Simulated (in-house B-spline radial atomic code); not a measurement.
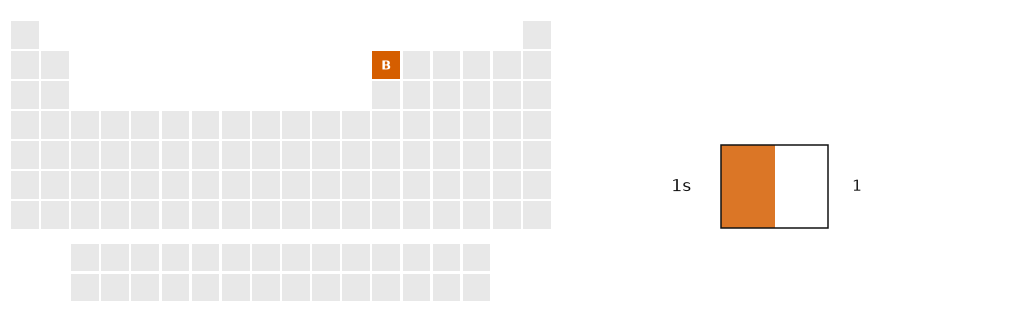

*Left, the place of boron in the periodic table; right, the outer shells as the input fills them: a box for each of the 2l + 1 orbitals, shaded by the share of the shell that is filled, with the electron count at the right.*

# Run report: B⁴⁺, RPA and GW calculation

System: B⁴⁺, configuration 1s1.
Method: RPA, second-order and SOSEX correlation energies and G0W0 (contour deformation) on a non-relativistic mean field, all electrons, B-spline basis (in-house B-spline radial atomic code).

## Results in brief

```
                                                                   quantity                      value
                                                                    outcome                  converged
                                                    mean-field total energy          −12.50000 hartree
                                     total energy with exact exchange alone          −12.50000 hartree
                                                      exact exchange energy           −1.56250 hartree
RPA correlation, extrapolated in the angular momentum of the empty orbitals           −0.02081 hartree
                                                 RPA correlation, as summed           −0.02079 hartree
                                                   direct second-order term           −0.02128 hartree
                                                 second-order exchange term            0.02128 hartree
                                                                 SOSEX term            0.02081 hartree
                                                                   hardware  1 CPU thread, shared host
```

## Remarks

To bear in mind: one electron: RPA and GW hold self-correlation, the exact correlation energy is zero.

## Input
```
Z = 5
electrons = 1.0
configuration = 1s1
hamiltonian = nr
method = hf
lmax = 9
spin_polarised = True
box_radius = 11.96
intervals = 43
ion_configuration = bare nucleus
```

The run was one of a batch that the task file lists, launched with:
```bash
python <driver script> task.json out
```

The program writes its results to a structured record and prints no log; tables and figures of this report are taken from that record.

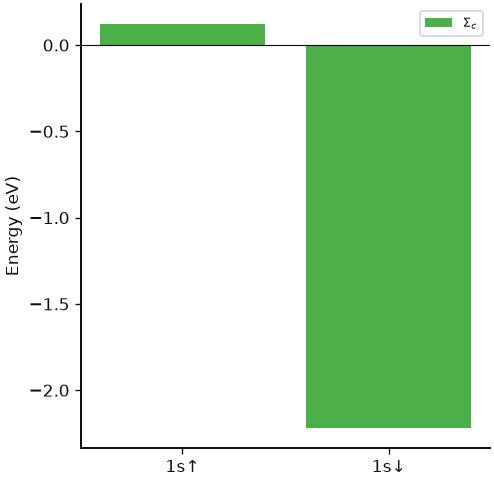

*The G₀W₀ correction to each level (on Hartree–Fock the correlation self-energy alone) for B⁴⁺ (1s). All-electron spherical atom, non-relativistic, Hartree-Fock start, no spin-orbit coupling, Breit or QED terms; computed with a B-spline radial code. The quasi-particle equation is solved at full frequency; levels of low quasi-particle weight Z are left out. Σ columns are in eV, and Σc holds an estimate for the angular momenta beyond the basis.*

G₀W₀ moves the highest occupied level, 1s↑, from −340.1 to −340.0 eV (renormalisation factor Z = 1.00). The empty level 1s↓ goes from −256.8 to −259.0 eV.

| Level | Mean field (eV) | Σc (eV) | Z | G₀W₀ (eV) |
| --- | --- | --- | --- | --- |
| 1s↑ | −340.1 | 0.1 | 1.00 | −340.0 |
| 1s↓ | −256.8 | −2.2 | 1.00 | −259.0 |
